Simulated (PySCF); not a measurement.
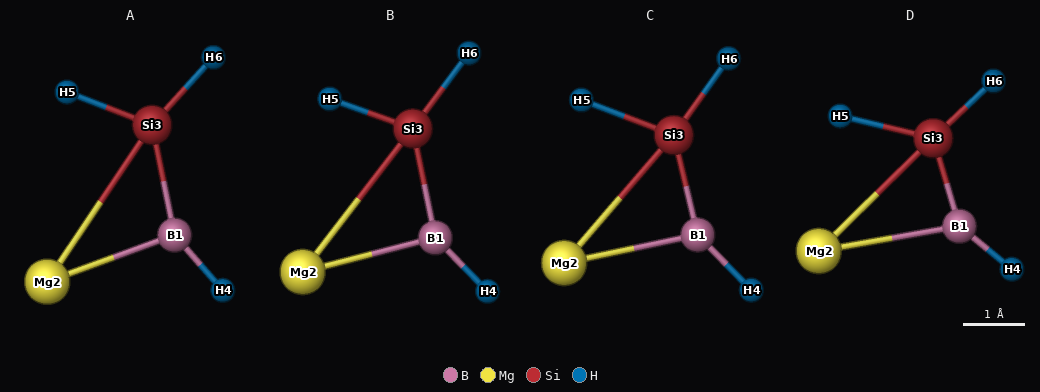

4 geometries from one relaxation of MgBSiH$_{3}$, in shuffled order. Style: ball-and-stick. Shown face on.

It is one of the separated reactants of a reaction.

The calculation used PySCF 2.14.0, RKS PBE-D4/def2-SVP, density fitting. 

> Put them in the order of the run, from the start to the converged end.

D, C, B, A. They are steps 0, 2, 4, 12, at +66.0 kcal/mol, +12.9 kcal/mol, +1.83 kcal/mol relative to the last. The energy falls by 66.0 kcal/mol in 12 geometry steps. Mg2 moves most after the best rigid fit: 0.53 Å. By element the largest moves are Mg 0.53 Å, H 0.41 Å, Si 0.22 Å, B 0.17 Å. Among the contacts that change: Mg2–Si3 2.659 → 3.119 Å, B1–Si3 1.515 → 1.854 Å, Si3–H6 1.375 → 1.509 Å, B1–Mg2 2.362 → 2.243 Å. Among the angles between lasting bonds that change: Mg2–B1–H4 130.7° → 111.0°, Mg2–Si3–H5 57.9° → 77.2°, B1–Si3–Mg2 62.0° → 45.3°. Cost: 49 s on 2 threads of Arm Neoverse V1, on a shared host.
